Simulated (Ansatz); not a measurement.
## Sn2C (model cell, started as antifluorite): phonons and vibrational spectra

Wanted: phonon frequencies of Sn2C (model cell, started as antifluorite) and what follows from them.

Calculated with Ansatz 0.2.0; DFT PBEsol, scalar-relativistic, plane waves, PAW.

The structure was built from a prototype and need not be the compound's stable phase.

## 1. Starting point

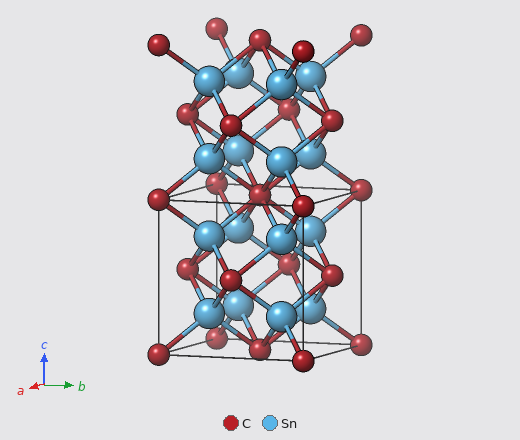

The cell as given, slightly off an axis (carbon red, tin blue). 1×1×2 cells are drawn. This picture shows the conventional cell, with its axes. Some periodic images of atoms are drawn too.

## 2. Coarse relaxation

The start is far from rest, so a relaxation with loose tolerances brings it close first.

Input file input.yaml:

```yaml
crystal:
  lattice:
    - [0.0, 2.88213, 2.88213]
    - [2.88213, 0.0, 2.88213]
    - [2.88213, 2.88213, 0.0]
  atoms:
    - { symbol: C, position: [0.0, 0.0, 0.0] }
    - { symbol: Sn, position: [0.25, 0.25, 0.25] }
    - { symbol: Sn, position: [0.75, 0.75, 0.75] }
kpoints:
  mp_grid: { grid: [6, 6, 6] }
hamiltonian:
  xc: pbesol
scf:
  occupations: { method: gaussian, width: 0.1 }
output:
  forces: true
  stress: true
  eigenvalues: true
relax:
  adjacent_minimum: "off"
  f_tol: 0.05
  max_steps: 80
  cell: { stress_tol: 0.5 }
```

Run with:

```
$ ansatz run input.yaml --threads 4 --pin off --max-ram 7168MiB --backend cpu --events-out ev --progress --plain --runs-dir out
```

Numbers of over 12 decimals in the logs are rounded to 6 here.

Log:

```text
The last accepted step is kept in <dir> (removed where the run ends without a failure and the disk answers)
Engine: ansatz 0.2.0, aarch64-unknown-linux-gnu
Pseudopotentials: kind: paw
Pseudopotential: C, paw, valence charge 4, recommended cutoff 420 eV (normal), C.paw.azcp
Pseudopotential: Sn, paw, valence charge 14, recommended cutoff 420 eV (normal), Sn.paw.azcp
Functional definition: PBEsol
  exchange = pbesol_x
[...]
F+E_penalty+E_count = -12142.23727406 eV   max|allowed force component| = 1.480e-16 eV/Å   (the final SCF, on the basis selected at the relaxed cell)
  cell:  # Å, volume = 60.5133 Å³
    - [0, 3.116068, 3.116068]
    - [3.116068, 0, 3.116068]
    - [3.116068, 3.116068, 0]
  atoms:
    - { symbol: C, position: [0, 0, 0] }
    - { symbol: Sn, position: [0.25, 0.25, 0.25] }
    - { symbol: Sn, position: [0.750000, 0.750000, 0.750000] }
[key lines of the parts left out:]
SCF converged after 6 iterations
Free energy (F): -12142.237274 eV
Fermi energy:    11.197777 eV
P = ⅓ Tr σ = 0.0312 GPa (0.312 kbar)
```

Run time: 2.7 s. Hardware: 4 threads of Arm Neoverse V2, shared host; peak memory 0.33 GiB.

Step by step:

| step | energy less that of the first step (eV) | largest force component (eV/Å) | pressure (GPa) | volume (Å³) |
| --- | --- | --- | --- | --- |
| 1 | 0.0000 | 0.0000 | 29.19 | 47.88 |
| 2 | -0.8019 | 0.0000 | 8.25 | 55.23 |
| 3 | -0.9100 | 0.0000 | 2.09 | 58.78 |
| 4 | -0.9183 | 0.0000 | 0.25 | 60.09 |
| 5* | -0.9390 | 0.0000 | 0.56 | 60.09 |
| 6 | -0.9394 | 0.0000 | 0.03 | 60.51 |
| 7* | -0.9398 | 0.0000 | 0.03 | 60.51 |

Relaxation steps marked * repeat the geometry before them on a plane-wave basis chosen anew for their cell, so energy and pressure can jump there.

The run keeps the 48 symmetry operations that it works with, so distortions that break them were not tested.

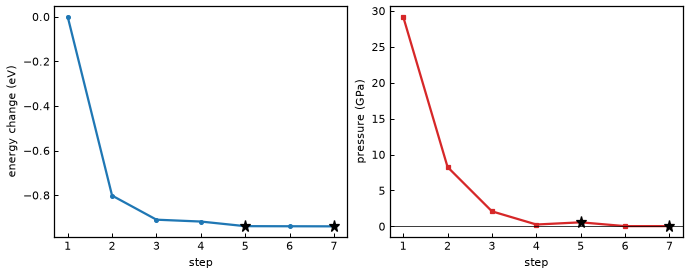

Energy and pressure along the relaxation. Stars mark steps on a basis chosen anew.

```
conventional cell, symmetrised  before  after   change
                         a (Å)   5.764  6.232   +8.1 %
                         b (Å)   5.764  6.232   +8.1 %
                         c (Å)   5.764  6.232   +8.1 %
              volume (Å³/atom)   15.96  20.17  +26.4 %
```

Final coordinates:

```xyz
3
Lattice="0.0000 3.1161 3.1161 3.1161 0.0000 3.1161 3.1161 3.1161 0.0000" Properties=species:S:1:pos:R:3 pbc="T T T"
C     0.0000    0.0000    0.0000
Sn    1.5580    1.5580    1.5580
Sn    4.6741    4.6741    4.6741
```

Numbers from this step:

```yaml
pressure: 0.03117 GPa
volume_per_atom: 20.17 Å³
gap_on_the_k_mesh: 0 eV
```

In this step the volume went from 15.96 to 20.17 Å³/atom.

## 3. Relaxation

The cell and atoms are relaxed, since residual forces and stress would shift the frequencies.

Input file input.yaml:

```yaml
crystal:
  lattice:
    - [0.0, 3.1160676513, 3.1160676513]
    - [3.1160676513, 0.0, 3.1160676513]
    - [3.1160676513, 3.1160676513, 0.0]
  atoms:
    - { symbol: C, position: [0.0, 0.0, 0.0] }
    - { symbol: Sn, position: [0.25, 0.25, 0.25] }
    - { symbol: Sn, position: [0.75, 0.75, 0.75] }
kpoints:
  mp_grid: { grid: [12, 12, 12] }
hamiltonian:
  xc: pbesol
scf:
  occupations: { method: gaussian, width: 0.1 }
output:
  forces: true
  stress: true
  eigenvalues: true
  write_density: true
  write_potential: true
  elf: true
  volumetric_format: npy
relax:
  adjacent_minimum: "off"
  f_tol: 0.005
  max_steps: 80
  cell: { stress_tol: 0.05 }
```

Log:

```text
[...]
Crystal: 3 atoms, lattice volume = 60.513 Å³
Basis set: ecut = 420 eV, 1243 PW (Γ), exchange–correlation on 60×60×60 points (8 copies of the dense FFT grid, shifted against one another)
Bands: 20, of which v1, the nominal top of the filled ones, is band 16 counted from 1 (15 counted from 0)
Symmetry: 48 space group operations
[...]
k-points: 72 of 1728
[...]
SCF iter   1: F=—  HF=-12142.222677 eV  |F-HF|=—  |Δ(HF+E_count)|=         —  Δρ=1.19e-2  dr2=1.53e-1  ethr=1.77e-3  ⟨swp⟩=5.7  Hψ=6943  notcnv=0
[...]
SCF iter   7: F=-12142.190313 eV  HF=-12142.190313 eV  |F-HF|=2.84e-8  |Δ(HF+E_count)|=   1.10e-7  Δρ=8.35e-6  dr2=4.60e-8  ethr=3.13e-10  ⟨swp⟩=7.0  Hψ=8835  notcnv=0
SCF 1 converged in 7 iterations: F = -12142.190313 eV  dr2 = 4.60e-8
[...]
relax step   1: F+E_penalty+E_count = -12142.19031282 eV  Δ(F+E_penalty+E_count) = +0.000e0 eV  max|allowed force component| = 3.392e-17 eV/Å  Δτ_max = 0.0000 Å  P = +0.824 GPa  Ω = 60.513 Å³  (7 SCF iters, dr2 threshold 1.00e-7 eV, accepted)
Crystal: 3 atoms, lattice volume = 62.213 Å³
[...]
SCF iter   6: F=-12142.187181 eV  HF=-12142.187181 eV  |F-HF|=1.94e-8  |Δ(HF+E_count)|=   1.11e-8  Δρ=5.93e-6  dr2=3.37e-8  ethr=9.37e-10  ⟨swp⟩=9.3  Hψ=9313  notcnv=0
SCF 2 converged in 6 iterations: F = -12142.187181 eV  dr2 = 3.37e-8
relax step   2: F+E_penalty+E_count = -12142.18718136 eV  Δ(F+E_penalty+E_count) = +3.131e-3 eV  max|allowed force component| = 2.652e-16 eV/Å  Δτ_max = 0.0000 Å  P = -1.138 GPa  Ω = 62.213 Å³  energy of the carried Pulay correction = -1.204e-3 eV  (6 SCF iters, dr2 threshold 3.00e-7 eV, rejected (line search))
Crystal: 3 atoms, lattice volume = 61.215 Å³
[...]
SCF iter   8: F=-12142.191548 eV  HF=-12142.191548 eV  |F-HF|=3.64e-12  |Δ(HF+E_count)|=  1.82e-12  Δρ=6.19e-8  dr2=2.67e-12  ethr=1.00e-12  ⟨swp⟩=6.0  Hψ=6274  notcnv=0
SCF 3 converged in 8 iterations: F = -12142.191548 eV  dr2 = 2.67e-12
relax step   3: F+E_penalty+E_count = -12142.19154784 eV  Δ(F+E_penalty+E_count) = -1.235e-3 eV  max|allowed force component| = 2.236e-16 eV/Å  Δτ_max = 0.0000 Å  P = -0.022 GPa  Ω = 61.215 Å³  energy of the carried Pulay correction = -5.014e-4 eV  (8 SCF iters, accepted)
[...]
SCF iter   6: F=-12142.192085 eV  HF=-12142.192085 eV  |F-HF|=3.64e-12  |Δ(HF+E_count)|=  3.64e-12  Δρ=1.35e-8  dr2=1.48e-13  ethr=1.00e-12  ⟨swp⟩=4.5  Hψ=5959  notcnv=0
SCF 4 converged in 6 iterations: F = -12142.192085 eV  dr2 = 1.48e-13
relax step   4: F+E_penalty+E_count = -12142.19208460 eV  Δ(F+E_penalty+E_count) = -5.368e-4 eV  max|allowed force component| = 2.359e-16 eV/Å  Δτ_max = 0.0000 Å  P = -0.014 GPa  Ω = 61.215 Å³  stress off target by 1.40e-2 GPa  SCF on the basis re-selected at this cell (its energy is not comparable with the rows above)  (6 SCF iters)
[...]
SCF converged after 6 iterations
Free energy (F): -12142.192085 eV
[...]
Internal energy: -12142.188346 eV  (E = F + TS)
E sigma→0 (E₀):  -12142.190215 eV
Entropy (-TS):   -0.003739 eV (-1.246 meV/atom)
Fermi energy:    10.857524 eV
[...]
--- Stress (GPa, compression-positive) ---
       -0.014004      -0.000000      -0.000000
       -0.000000      -0.014004      -0.000000
       -0.000000      -0.000000      -0.014004
  P = ⅓ Tr σ = -0.0140 GPa (-0.140 kbar)
--- Band table (eV; the first three rows and the last of 72) ---
  k-point 0: bands = [... 12 lower, 8.9623, 8.9623, 8.9623, 8.9970, 10.1784, 10.1784, 10.1784, 15.5057]
  k-point 1: bands = [... 12 lower, 8.0409, 8.8056, 8.8056, 9.1658, 10.3830, 10.3830, 11.1897, 15.2203]
  k-point 2: bands = [... 12 lower, 6.9357, 8.5189, 8.5189, 9.6757, 10.7746, 10.7746, 12.3980, 14.7710]
  k-point 71: bands = [... 12 lower, 2.9051, 5.5277, 10.3987, 10.3987, 10.4950, 11.7337, 14.7449, 14.7449]
--- Relaxed structure (3 steps of the walk, 2 accepted, 1 SCFs on fresh bases) ---
[...]
cell:  # Å, volume = 61.2153 Å³
    - [0, 3.128072, 3.128072]
    - [3.128072, 0, 3.128072]
    - [3.128072, 3.128072, 0]
  atoms:
    - { symbol: C, position: [0, 0, 0] }
    - { symbol: Sn, position: [0.25, 0.25, 0.25] }
    - { symbol: Sn, position: [0.750000, 0.750000, 0.750000] }
```

It took 6 s on 4 threads; peak memory 0.41 GiB; 22 s of CPU time.

Step by step:

```csv
step,energy less that of the first step (eV),largest force component (eV/Å),pressure (GPa),volume (Å³)
1,0.0000,0.0000,0.82,60.51
2,0.0031,0.0000,-1.14,62.21
3,-0.0012,0.0000,-0.02,61.22
4*,-0.0018,0.0000,-0.01,61.22
```

Relaxation steps marked * repeat the geometry before them on a plane-wave basis chosen anew for their cell, so energy and pressure can jump there. Relaxation step 2 was tried and not accepted.

Forces are held to the 48 operations that the run works with; a distortion that breaks them can't arise in this run.

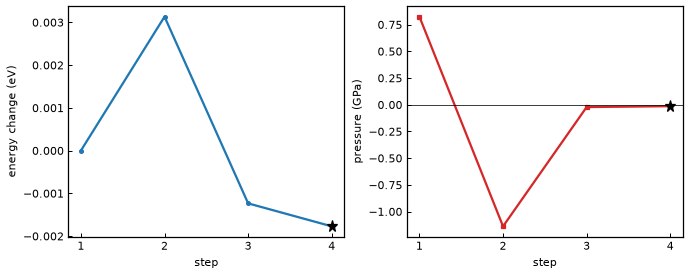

Energy and pressure along the relaxation. Stars mark steps on a basis chosen anew.

```
conventional cell, symmetrised  before  after  change
                         a (Å)   6.232  6.256  +0.4 %
                         b (Å)   6.232  6.256  +0.4 %
                         c (Å)   6.232  6.256  +0.4 %
              volume (Å³/atom)   20.17  20.41  +1.2 %
```

The relaxed structure:

```xyz
3
Lattice="0.0000 3.1281 3.1281 3.1281 0.0000 3.1281 3.1281 3.1281 0.0000" Properties=species:S:1:pos:R:3 pbc="T T T"
C     0.0000    0.0000    0.0000
Sn    1.5640    1.5640    1.5640
Sn    4.6921    4.6921    4.6921
```

This step gave:

```yaml
pressure: -0.01400 GPa
volume_per_atom: 20.41 Å³
```

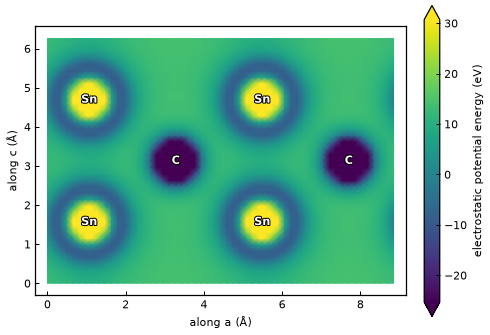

Electrostatic potential energy in the ac plane of a cell with a along [110], b along [-110] and c along [001] of the cube at fractional y = 0.000, with atoms of C and Sn within 0.2 Å of it. With pseudopotentials it is smooth inside the atoms' cores, unlike the true potential. The map starts off the cell's origin, so that atoms lie inside it.

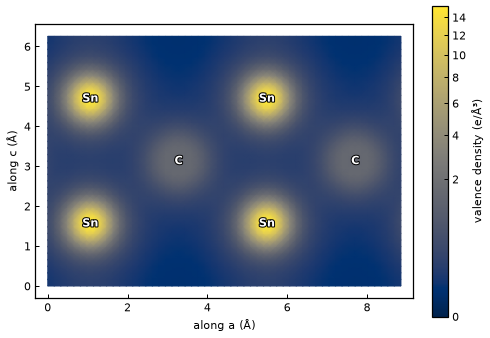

Valence density in the ac plane of a cell with a along [110], b along [-110] and c along [001] of the cube at fractional y = 0.000, with atoms of C and Sn within 0.2 Å of it. It is the smooth field of the valence electrons, not physical close to the nuclei. The map starts off the cell's origin, so that atoms lie inside it. The colour scale is stretched toward low values.

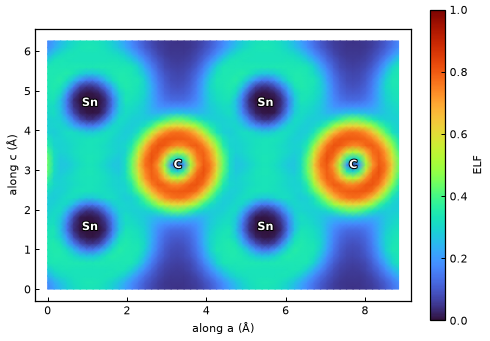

ELF in the ac plane of a cell with a along [110], b along [-110] and c along [001] of the cube at fractional y = 0.000, with atoms of C and Sn within 0.2 Å of it. It is the smooth field of the valence electrons, not physical close to the nuclei. The map starts off the cell's origin, so that atoms lie inside it.

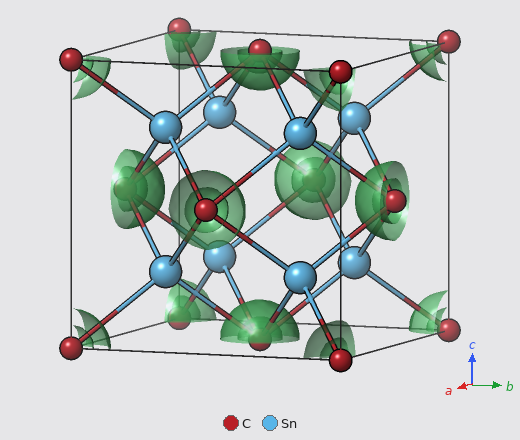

Surface of ELF = 0.74.

In this step the volume went from 20.17 to 20.41 Å³/atom.

## 4. Relaxing to small forces for the phonons

Phonons need a cell at rest on their own settings, so the relaxation is repeated with tight tolerances on forces and stress on the k mesh and occupations of the first response run.

Input file input.yaml:

```yaml
crystal:
  lattice:
    - [0.0, 3.1280718686, 3.1280718686]
    - [3.1280718686, 0.0, 3.1280718686]
    - [3.1280718686, 3.1280718686, 0.0]
  atoms:
    - { symbol: C, position: [0.0, 0.0, 0.0] }
    - { symbol: Sn, position: [0.25, 0.25, 0.25] }
    - { symbol: Sn, position: [0.75, 0.75, 0.75] }
kpoints:
  mp_grid: { grid: [12, 12, 12] }
hamiltonian:
  xc: pbesol
scf:
  occupations: { method: methfessel_paxton, width: 0.2 }
output:
  forces: true
  stress: true
  eigenvalues: true
relax:
  adjacent_minimum: "off"
  f_tol: 0.001
  max_steps: 60
  cell: { stress_tol: 0.01 }
```

Log:

```text
[...]
Crystal: 3 atoms, lattice volume = 61.215 Å³
Basis set: ecut = 420 eV, 1243 PW (Γ), exchange–correlation on 60×60×60 points (8 copies of the dense FFT grid, shifted against one another)
Bands: 20, of which v1, the nominal top of the filled ones, is band 16 counted from 1 (15 counted from 0)
Symmetry: 48 space group operations
[...]
k-points: 72 of 1728
[...]
--- Relaxed structure (1 steps of the walk, 1 accepted, 1 SCFs on fresh bases) ---
[...]
cell:  # Å, volume = 61.2153 Å³
    - [0.0, 3.1280718686, 3.1280718686]
    - [3.1280718686, 0.0, 3.1280718686]
    - [3.1280718686, 3.1280718686, 0.0]
  atoms:
    - { symbol: C, position: [0.0, 0.0, 0.0] }
    - { symbol: Sn, position: [0.25, 0.25, 0.25] }
    - { symbol: Sn, position: [0.750000, 0.750000, 0.750000] }
[key lines of the parts left out:]
SCF converged after 7 iterations
Free energy (F): -12142.190232 eV
Fermi energy:    10.861168 eV
P = ⅓ Tr σ = 0.0026 GPa (0.026 kbar)
```

The job ended after 3 s (4 threads; peak memory 0.4 GiB).

Little changed from the start: no atom moved by 0.005 Å and no cell edge by 0.1 %.

This step gave:

| Property | Result |
| --- | --- |
| pressure | 0.002551 GPa |

The forces vanish by symmetry and the pressure is 0.003 GPa, within the tolerances set. The cell now holds 20.41 Å³/atom.

## 5. Linear response at the zone centre

The zone centre comes first: it holds the modes that light can see, as far as symmetry allows. No field response is asked, since the mesh shows no gap.

input.yaml: that of step 4 with these lines changed.

```diff
@@ -16,9 +16,4 @@
 output:
-  forces: true
-  stress: true
   eigenvalues: true
-relax:
-  adjacent_minimum: "off"
-  f_tol: 0.001
-  max_steps: 60
-  cell: { stress_tol: 0.01 }
+phonons:
+  method: dfpt
```

Log:

```text
zone centre: on kpoints.mp_grid the ground state, and the responses unless they are solved on pairs of k-points, stand on 163 of the mesh's 1728 k-points, reduced under 8 symmetry operations, with k and −k counted as one. Each operation leaves every solved displacement unchanged or reverses it
[...]
Crystal: 3 atoms, lattice volume = 61.215 Å³
Basis set: ecut = 420 eV, 1243 PW (Γ), exchange–correlation on 60×60×60 points (8 copies of the dense FFT grid, shifted against one another)
Bands: 20, of which v1, the nominal top of the filled ones, is band 16 counted from 1 (15 counted from 0)
Symmetry: 48 space group operations
k-points: 163 of 1728 (irreducible under 8 space group operations, time reversal used)
[...]
SCF iter   1: F=—  HF=-12142.222391 eV  |F-HF|=—  |Δ(HF+E_count)|=         —  Δρ=1.18e-2  dr2=1.53e-1  ethr=1.77e-3  ⟨swp⟩=5.4  Hψ=15224  notcnv=0
[...]
SCF iter   9: F=-12142.190232 eV  HF=-12142.190232 eV  |F-HF|=5.46e-12  |Δ(HF+E_count)|=  2.36e-11  S|Δr|=    0.00e0  Δρ=1.35e-7  dr2=9.88e-12  ethr=1.00e-12  ⟨swp⟩=4.5  Hψ=16266  notcnv=0
SCF 1 converged in 9 iterations: F = -12142.190232 eV  dr2 = 9.88e-12
[...]
DFPT response loops at Γ: preconditioner auto → Kerker (q_TF=auto, 2.449 Å⁻¹) (partly filled bands, converged f_vac=0.000); β = 1.00, the filter's whole step (`scf.mixing.beta` (0.50) is not read by the response loops under this deck's `scf.mixing.preconditioner`; to damp them name `kerker` or `kerker_dos`, under which they read `scf.mixing.beta`, and type it under 1.00, their step now; both keys bind the ground state too); Broyden in place of MSR1
SCF converged after 9 iterations
[...]
Free energy (F): -12142.190232 eV
[...]
Internal energy: -12142.192581 eV  (E = F + TS)
E sigma→0 (E₀):  -12142.190819 eV
Entropy (-TS):   0.002349 eV (0.783 meV/atom)
Fermi energy:    10.861168 eV
[...]
--- Band table (eV; the first three rows and the last of 163) ---
  k-point 0: bands = [... 12 lower, 8.9630, 8.9630, 8.9630, 8.9972, 10.1785, 10.1785, 10.1785, 15.5057]
  k-point 1: bands = [... 12 lower, 8.0411, 8.8062, 8.8062, 9.1663, 10.3832, 10.3832, 11.1900, 15.2203]
  k-point 2: bands = [... 12 lower, 6.9360, 8.5195, 8.5195, 9.6762, 10.7748, 10.7748, 12.3983, 14.7711]
  k-point 162: bands = [... 12 lower, 2.9053, 5.5280, 10.3992, 10.3992, 10.4952, 11.7341, 14.7453, 14.7453]
--- Phonons (Γ-DFPT): 2 representative perturbations + reference, on 163 of 1728 k-points (Σ response iterations 6) ---
  k mesh reduced under 8 symmetry operations, with k and −k counted as one. Each operation leaves every solved displacement unchanged or reverses it
  ASR residual: 4.471e-5 → 0.000e0 eV/Å²; symmetrization residual: 6.240e-7 eV/Å²
  ASR residual per site (eV/Å²): 4.47e-5 3.86e-5 3.86e-5
  Γ frequencies (cm⁻¹): -89.26 -89.26 -89.26 0.00 0.00 0.00 125.56 125.56 125.56
  non-analytic LO–TO correction: not included (Born effective charges unavailable; polar crystals: no LO–TO splitting at Γ)
```

The job ended after 16 s (4 threads; peak memory 0.93 GiB).

Numbers from this step:

| Quantity | Value |
| --- | --- |
| sum-rule residual before enforcement | 4.47e-5 eV/Å² |
| point group | m-3m |
| highest optical mode at the zone centre (no LO-TO term) | 125.6 cm⁻¹ |
| lowest optical zone-centre mode | -89.26 cm⁻¹ |

Patterns of degenerate modes are one choice out of their space. The modes at Γ (shares of kinetic energy by element, %) (negative means imaginary):

```
mode  frequency (cm⁻¹)  symmetry  C %  Sn %
   1             -89.3       T1u   95     5
   2             -89.3       T1u   95     5
   3             -89.3       T1u   95     5
   4               0.0  acoustic    5    95
   5               0.0  acoustic    5    95
   6               0.0  acoustic    5    95
   7             125.6       T2g    0   100
   8             125.6       T2g    0   100
   9             125.6       T2g    0   100
```

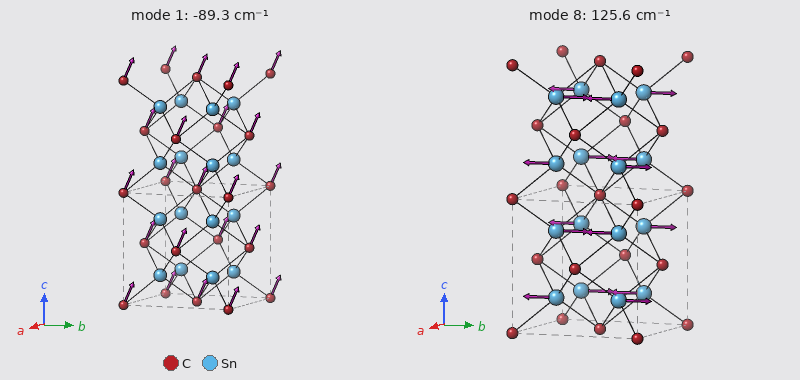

Displacement patterns of modes 1 and 8 at Γ; arrows are exaggerated. 1×1×2 conventional cells are drawn. Some periodic images of atoms are drawn too.

Before it was imposed, the acoustic sum rule was missed by 4.5e-5 eV/Å². Small misses are needed for a sound result but don't prove that mesh and cutoff are converged. The lowest optical mode is imaginary, 89.3i cm⁻¹, so the energy falls along it.

(Continued in part 2 of 2.)

[Logs are printed without paths, hosts, clocks, repeated set-up lines and the standing remarks that a program may print on its own settings, such as how far it seeks lower states.]

[Hosts, paths, dates, database ids (printed as entryN), source tags and the programs' standing remarks are cut or masked in the printed files.]
